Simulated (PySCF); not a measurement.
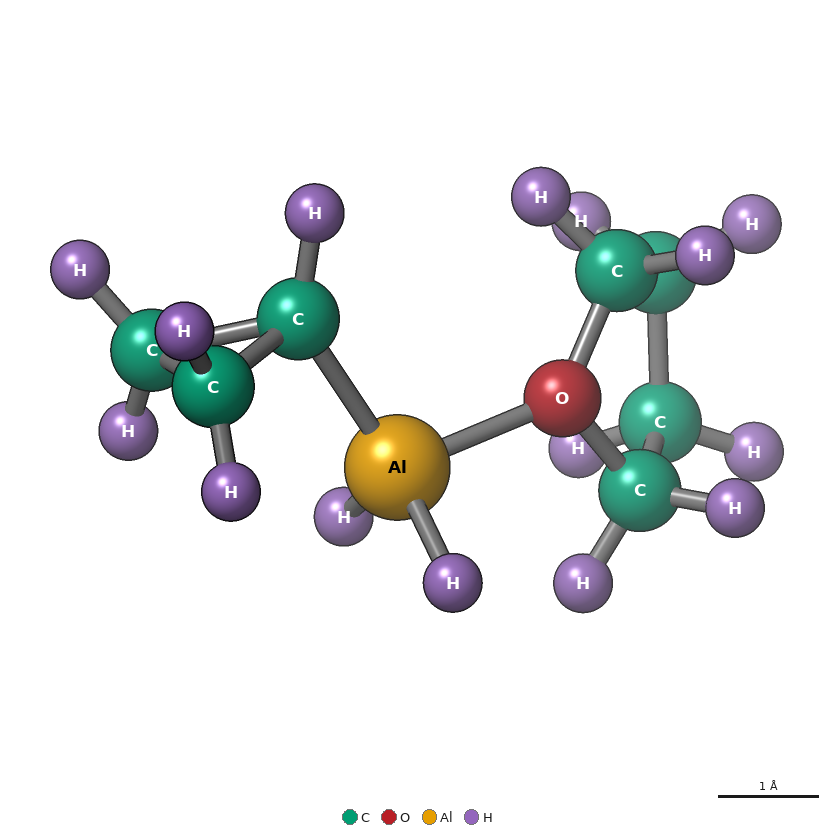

Atoms fade into the background with distance from the viewer. Computed geometry: GFN2-xTB optimisation. No frequency run is at hand to confirm it as a minimum. Masses are those of the most abundant isotopes; constants are for the rigid equilibrium geometry.

What kind of rotor is it, and what are its rotational constants in GHz?

An asymmetric top (C1): A = 3.39, B = 0.676, C = 0.633 GHz. Ray's parameter κ is −0.97, close to the prolate limit.
